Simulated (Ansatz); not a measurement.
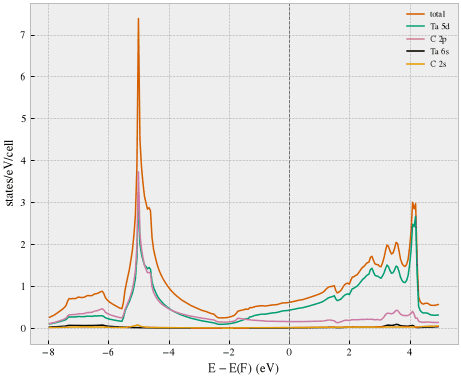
*Total and projected density of states of TaC (rock salt, Fm-3m), DFT-PBEsol in the program Ansatz with PAW potentials*

Question: Which orbitals carry the states next to the Fermi level?

Answer: Within 0.5 eV of the Fermi level: Ta 5d 69 %, C 2p 25 %. Projections are on Löwdin-orthogonalised atomic valence shells; empty p or d shells of many metals are not among them.

Question: Where is the tallest occupied peak in this window, and what makes it?

Answer: Near -5.0 eV, about 7.4 states/eV per cell; the largest projected share is C 2p.

The cell was relaxed with PBEsol under the symmetry of its start. The run is not spin-polarised. Scalar-relativistic: spin–orbit coupling is off unless named, which matters more the heavier the elements.

Potentials: the later of the program's two PAW sets.
